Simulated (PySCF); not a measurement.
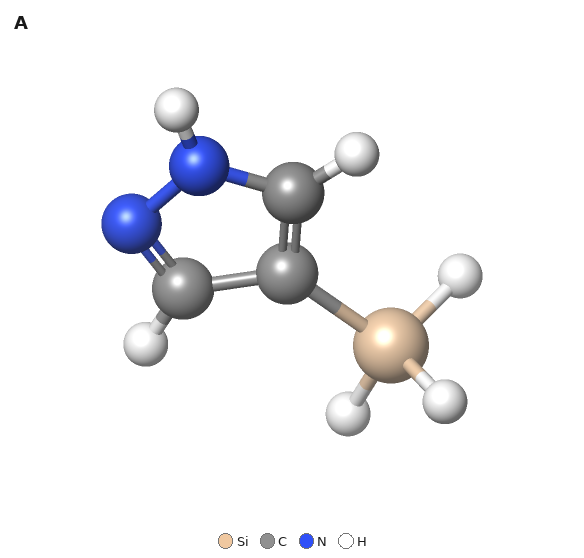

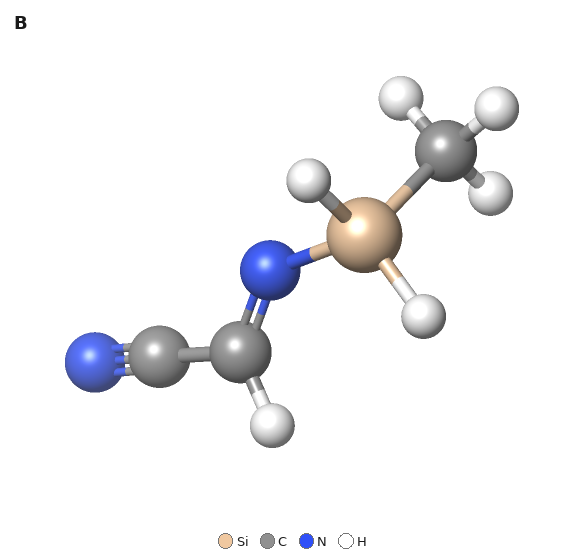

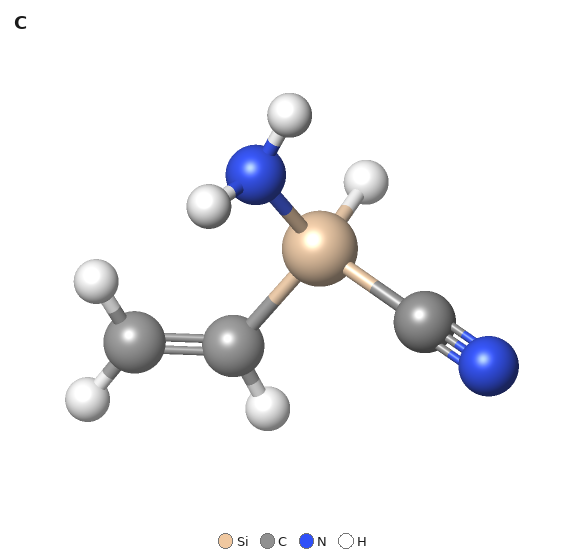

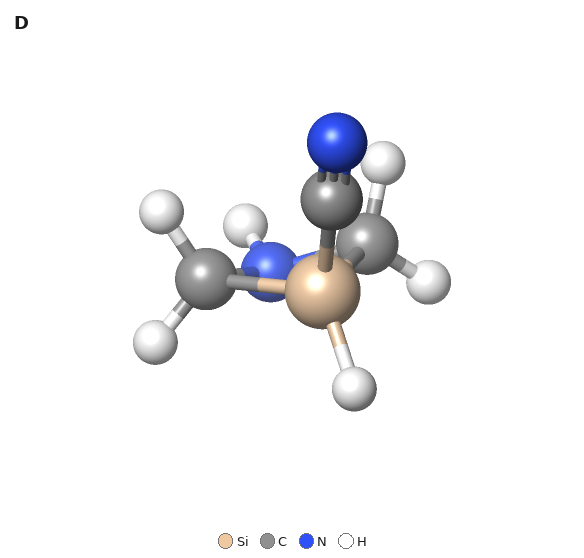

4 stationary structures of one formula. Geometries: GFN2-xTB. Electronic energies: CAM-B3LYP/def2-SVPD (PySCF 2.14.0), without zero-point energy. No frequency run is at hand to confirm each as a minimum. Each is one conformer, not always the lowest.

**Rank them by energy, lowest first.**

C is lowest; A lies 15.7 kcal/mol above it, B lies 20.7 kcal/mol above it, D lies 31.2 kcal/mol above it. A is `[SiH3]c1cn[nH]c1`, B is `C[SiH2]/N=C/C#N`, C is `C=C[Si@@H](N)C#N`, D is `N#C[SiH]1CNC1`.

The geometry is semi-empirical. Around Si such bond lengths and angles can be off by a tenth of an ångström or more and by several degrees, and values that hang on the shape move with them.
